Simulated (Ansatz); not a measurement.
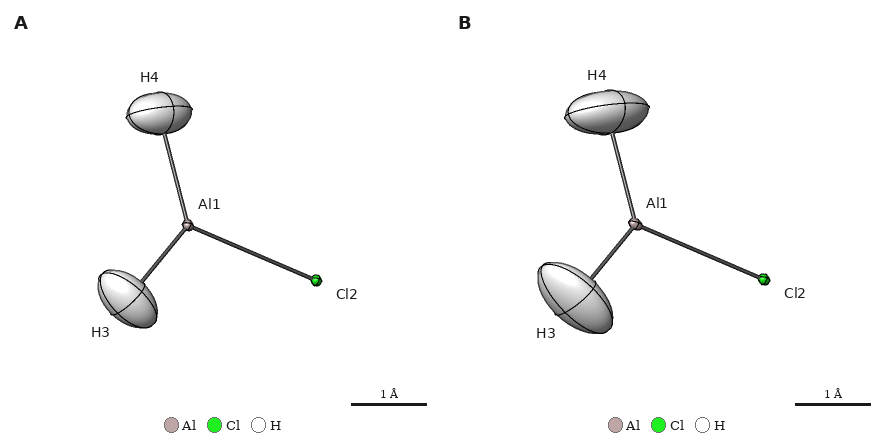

Displacement ellipsoids at the 50 % level, scaled by 2, from the internal vibrations of the free molecule (harmonic, no overall translation or rotation; no half-axis is drawn under 0.075 Å). Vibrations computed with RKS PBE0-D4/def2-TZVP (Ansatz 0.2.0). One panel is for 0 K (zero-point motion alone), the other for 600 K.

Question: Which panel is for 600 K?

Answer: B.

Question: How much does the mean-square displacement of H4 grow, and why?

Answer: U_eq goes from 0.0152 to 0.0233 Å², a factor of 1.5. The lowest modes (from 508 cm⁻¹) begin to be excited.
